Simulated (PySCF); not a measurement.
**C$_{8}$H$_{21}$GeN$_{3}$ (Ge(vinyl)(NHEt)3): density, localisation and related maps**

Input

```
{"job": {"kind": "uv", "xc": "PBE0", "basis": "def2-SVPD", "ip": false, "nstates": 15}, "charge": 0, "multiplicity": 1}
Ge     0.347775     0.102596     0.192911
C      0.193599    -0.012598     2.124793
C      1.234041    -0.350460     2.893320
H     -0.774682     0.195462     2.596766
H      2.211652    -0.570858     2.449420
H      1.158055    -0.422892     3.984719
N      2.134127     0.249435    -0.160236
C      2.662181    -0.031473    -1.477425
C      2.567033     1.121533    -2.469625
H      2.633122     0.982488     0.334144
H      3.714911    -0.359108    -1.391637
H      2.108366    -0.900226    -1.871764
H      1.515761     1.415735    -2.615950
H      2.990370     0.847194    -3.449450
H      3.117592     2.004471    -2.104247
N     -0.570056     1.464129    -0.630464
C     -1.995569     1.661115    -0.495649
C     -2.423841     2.516923     0.689835
H     -0.048807     2.330707    -0.721972
H     -2.400260     2.106094    -1.424709
H     -2.468678     0.666125    -0.420464
H     -2.097179     2.070535     1.642122
H     -3.518517     2.636716     0.726218
H     -1.979943     3.523879     0.627471
N     -0.308603    -1.393421    -0.608252
C     -0.505212    -2.670727     0.031864
C     -1.907536    -2.888426     0.584100
H     -0.880457    -1.231542    -1.430257
H     -0.258186    -3.489131    -0.671010
H      0.225829    -2.762068     0.852706
H     -2.145461    -2.133572     1.350504
H     -2.013190    -3.885601     1.041324
H     -2.662549    -2.804805    -0.214834
```

Run with:

```sh
OMP_NUM_THREADS=2 python probes_run.py task.json out
```

Geometry: PBE0-D3(BJ)/def2-SVP.

Computed with PBE0/def2-SVPD, SCF density, gas phase in PySCF 2.14.0.

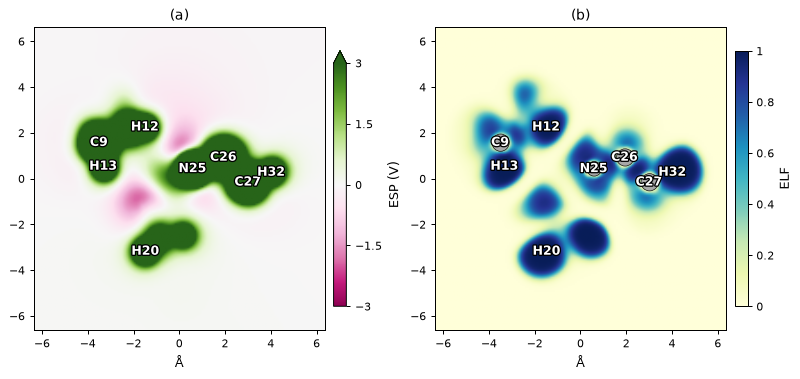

Figure 1. (a) electrostatic potential; (b) electron localisation function on the plane of atoms N25, C26 and C27. Grey discs cover the atomic cores in the ELF map.

### What do the fields say about this system?

- The section cuts through C, H and N sites.
- C–N (1.44 Å): the ELF peaks at about 0.95 between the atoms; a covalent bond.
- C–C (1.52 Å): the ELF peaks at about 0.95 between the atoms; a covalent bond.
- C–H (1.10 Å): the ELF climbs to about 1 towards the hydrogen, as it does in any bond to H (a covalent bond by its length).
- The ELF also peaks beside N16, away from the bonds: lone-pair regions.
- Outside the dense part of the molecule the potential is most negative (−1.9 V) near N16, which lies off the plane.

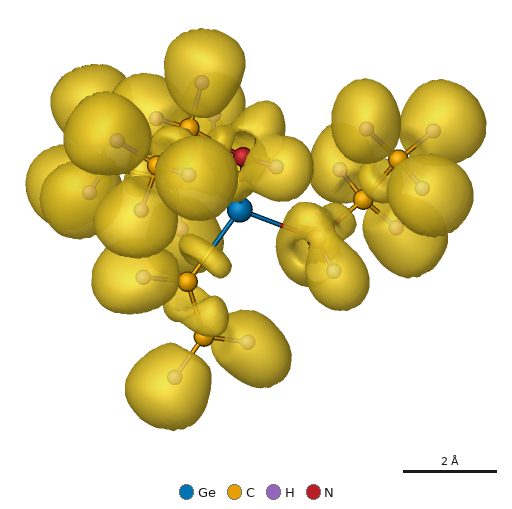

Figure 2. Isosurface of the ELF at 0.75 (yellow), seen from one side. Only the valence region is drawn (cores and ρ < 0.01 e/Å³ removed).

### Describe the localisation domains.

The ELF exceeds this value in four regions between bonded C–C atoms (shared pairs), 18 regions around hydrogen nuclei, one lobe of the valence shell of C pointing towards Ge (polar bonds) and three joined regions spread over several atoms (H, N), in which their bonds and any lone pairs are merged. Along the contacts the grid gives the following. C–C (1.34 Å): the ELF peaks at about 0.95 between the atoms; a short, multiple covalent bond.

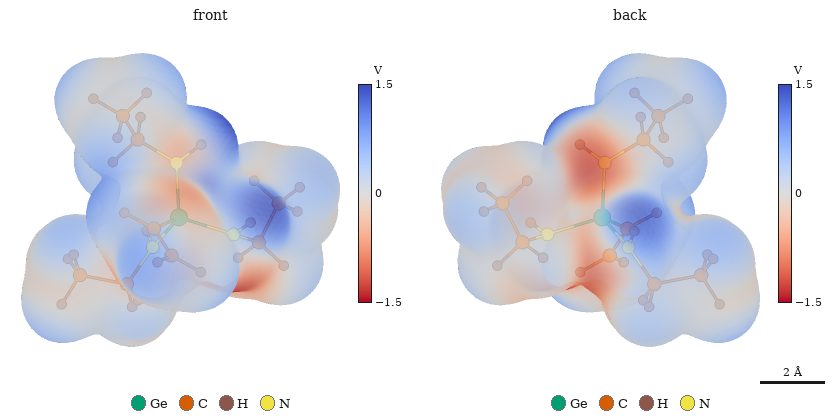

Figure 3. The molecular electrostatic potential painted on the density surface at 0.002 e/bohr³, seen from the front and from behind; red is negative and blue positive.

### Describe the electrostatic potential map.

The most negative region (about −1.2 V) lies over N7 and N16, the most positive (about +1.3 V) over H10, H19 and H28.

### What dipole moment does the calculation give?

Its dipole moment is 0.91 D.
